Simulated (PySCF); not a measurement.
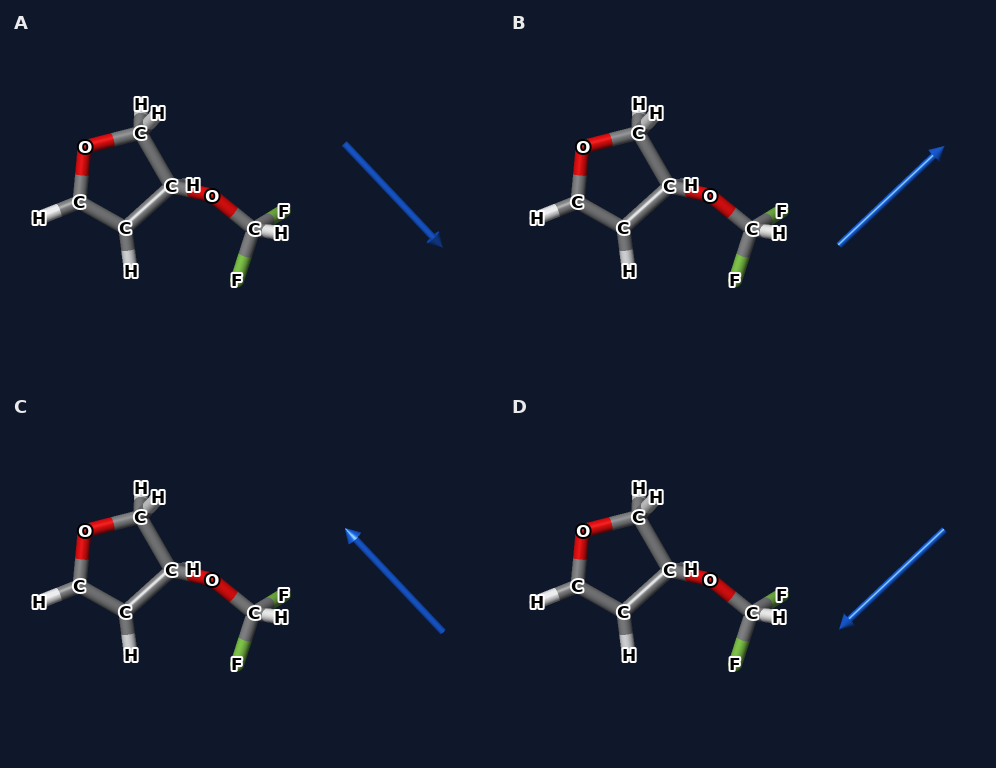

The same molecule four times, each with an arrow. The geometry was computed by an optimisation with GFN2-xTB. No frequency run is at hand to confirm it as a minimum. Level of theory: PBE0/def2-SVPD, gas phase (PySCF 2.14.0).

### Which arrow points along the dipole moment, from the negative to the positive end?

C. The dipole moment is 0.73 D.
